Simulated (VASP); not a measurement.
Band structure of Bi (space group R-3m). Level of theory: PBE GGA, VASP's PBE PAW potentials (set 64) (plane waves; VASP).

Unless said otherwise, spin-orbit coupling is left out, though it shifts the bands of the heavy elements here.

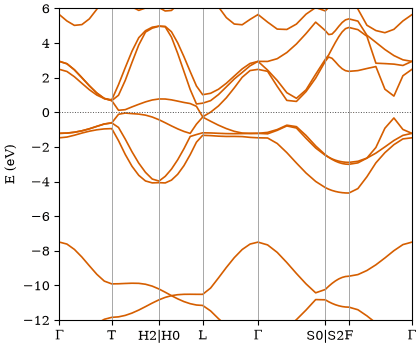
*Bands along high-symmetry lines, zero at the valence-band maximum or, without a gap, the Fermi level*

**Question.** Read the plot: is there a gap, and where are the band edges?

**Answer.** It has no gap at this level: it comes out as a metal or semimetal.

The structure is a typed Bi crystal (R-3m). The cell was not relaxed at this level.
